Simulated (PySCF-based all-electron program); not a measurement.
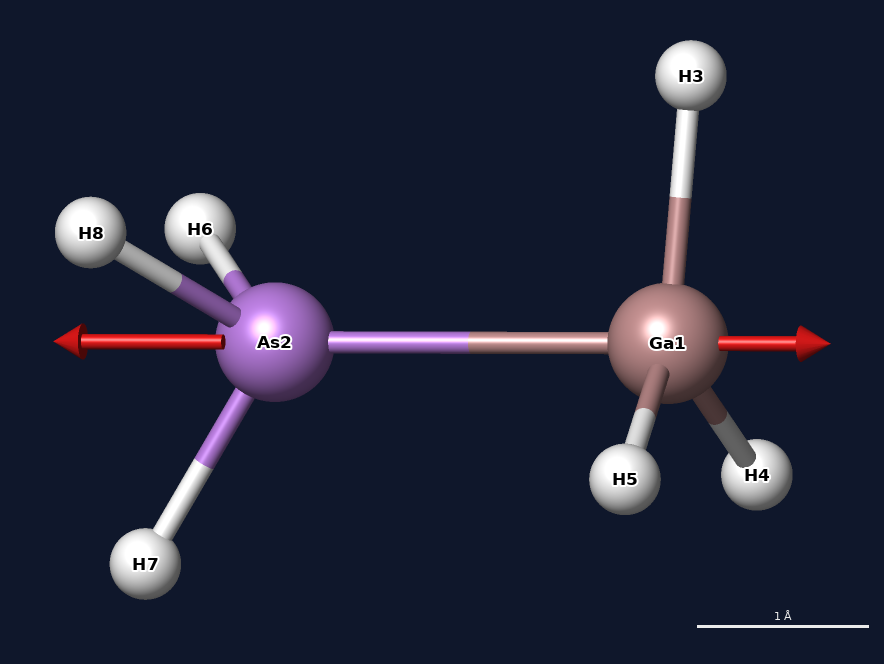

Arrows show the forces on the atoms, 0.7 Å of arrow for 1 eV/Å; forces under a tenth of the largest aren't drawn. Level of theory: PBE, all-electron, scalar-relativistic (spin-free Dirac), large uncontracted Gaussian sets (PySCF-based all-electron program).

> On which atom is the force largest, and how large is it?

On As2: 1.49 eV/Å.

> Along which bond is the force strongest?

Ga1–As2, now 2.401 Å: the forces push its atoms apart, so a first step downhill lengthens it.

List the force components in the frame of the picture (x right, y up, z towards the viewer), in eV/Å.

```tsv
atom	Fx	Fy	Fz
Ga1	0.92	0.00	0.27
As2	−1.42	0.00	−0.42
H3	0.11	−0.07	0.03
H4	0.09	0.03	0.09
H5	0.12	0.03	−0.02
H6	0.05	−0.01	0.04
H7	0.06	0.02	0.02
H8	0.06	−0.01	0.00
```
